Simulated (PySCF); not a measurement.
**C$_{6}$H$_{14}$N$_{2}$Si$_{2}$: density, localisation and related maps**

```yaml
atoms:
  - { symbol: C, position_ang: [2.9979, 1.2969, -1.3560] }
  - { symbol: Si, position_ang: [2.6152, -0.3138, -0.4889] }
  - { symbol: N, position_ang: [1.7372, -0.0660, 1.0044] }
  - { symbol: Si, position_ang: [0.2572, -0.8181, 1.5111] }
  - { symbol: C, position_ang: [-1.2640, -0.0062, 0.7456] }
  - { symbol: C, position_ang: [-2.6692, -0.6439, 0.8685] }
  - { symbol: C, position_ang: [-2.9535, -0.2413, -0.5885] }
  - { symbol: C, position_ang: [-1.4279, -0.1047, -0.8026] }
  - { symbol: C, position_ang: [-0.9094, 0.9854, -1.6065] }
  - { symbol: N, position_ang: [-0.4801, 1.8741, -2.2134] }
  - { symbol: H, position_ang: [2.0714, 1.8217, -1.6347] }
  - { symbol: H, position_ang: [3.5810, 1.1095, -2.2716] }
  - { symbol: H, position_ang: [3.5973, 1.9576, -0.7093] }
  - { symbol: H, position_ang: [3.8959, -1.0565, -0.2466] }
  - { symbol: H, position_ang: [1.7306, -1.1874, -1.3235] }
  - { symbol: H, position_ang: [2.1355, 0.6065, 1.6539] }
  - { symbol: H, position_ang: [0.1580, -0.7369, 3.0018] }
  - { symbol: H, position_ang: [0.2338, -2.2513, 1.0747] }
  - { symbol: H, position_ang: [-1.3039, 1.0565, 1.0377] }
  - { symbol: H, position_ang: [-3.3354, -0.2467, 1.6469] }
  - { symbol: H, position_ang: [-2.6148, -1.7388, 0.9836] }
  - { symbol: H, position_ang: [-3.4847, -0.9508, -1.2392] }
  - { symbol: H, position_ang: [-3.4454, 0.7401, -0.6519] }
  - { symbol: H, position_ang: [-1.0026, -1.0479, -1.1860] }
```

Geometry: PBE0-D3(BJ)/def2-SVP.

All numbers below come from PBE0/pcSseg-1, SCF density, gas phase, non-relativistic (PySCF).

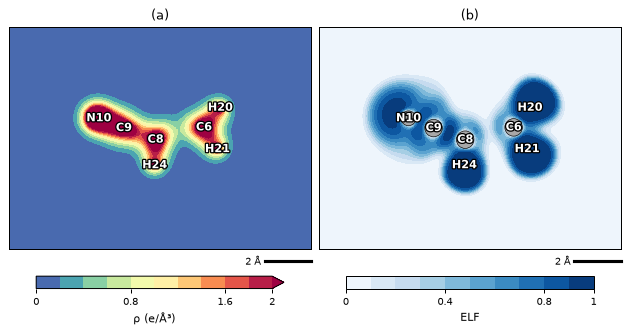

Figure 1. (a) total electron density; (b) ELF on the plane of atoms C9, C8 and H24. Grey discs cover the atomic cores in the ELF map.

What do the fields say about this system?

Answer. Atoms in the plane: C, N and H. C–N (1.16 Å): ρ at the midpoint is about 3.5 e/Å³; the ELF peaks at about 0.85 between the atoms; a short, multiple covalent bond. C–C (1.45 Å): the density is about 1.8 e/Å³ at the midpoint; the ELF peaks at about 0.95 between the atoms: a covalent bond. C–H (1.10 Å): ρ is about 2 e/Å³ halfway; the ELF climbs to about 1 towards the hydrogen, as it does in any bond to H; an ordinary covalent bond to hydrogen. The ELF also peaks beside N10, away from the bonds: lone-pair regions.

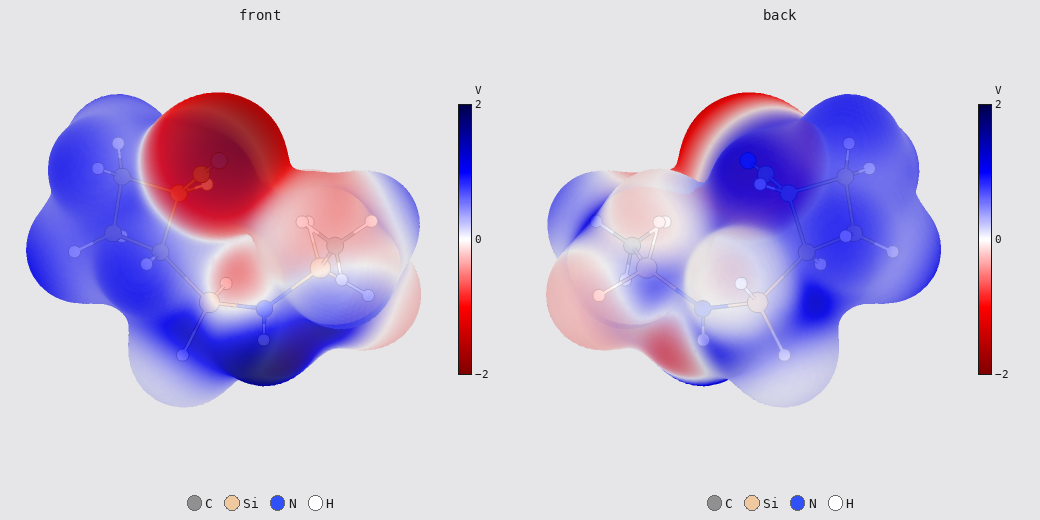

Figure 2. The molecular electrostatic potential painted on the density surface at 0.002 e/bohr³, seen from the front and from behind; the colour scale runs from red (negative) to blue (positive).

Where is the surface potential most negative and most positive?

Answer. The most negative region (about −1.8 V) lies over N10, the most positive (about +1.8 V) over H16. N10 is the likeliest acceptor of a hydrogen bond.

How polar is the molecule by this calculation?

Answer. Its dipole moment is 3.02 D.
